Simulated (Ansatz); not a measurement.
## A computed series for CdS: pressure series

Consider CdS in the zinc blende structure (space group F-43m, No. 216).

```
CdS
1.0
    0.00000     2.87831     2.87831
    2.87831     0.00000     2.87831
    2.87831     2.87831     0.00000
Cd S
1 1
Cartesian
  0.00000   0.00000   0.00000
  1.43915   1.43915   1.43915
```

Cell and atoms are relaxed at each pressure.

Level of theory: LDA in Ansatz (plane waves to 420 eV, PAW, no spin-orbit coupling).

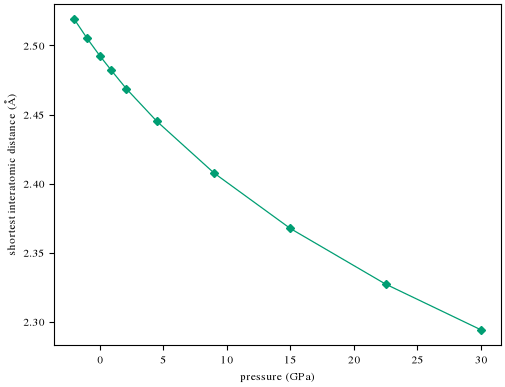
Shortest interatomic distance against pressure

Q: From the plot, what is the shortest interatomic distance for pressure 15 GPa?

A: About 2.37 Å.

Q: Is the trend monotonic over the range shown?

A: Yes, it falls throughout, spanning 4.335 bohr to 4.760 bohr.

Load acts through the strain it causes; cell and atoms are relaxed under it. Stability against distortions was not tested. Tetrahedral semiconductors of this kind turn to denser phases somewhere between about 1 and 50 GPa; those were not computed, so compressed cells here can lie past the real transition.

Ansatz is a first-principles code.
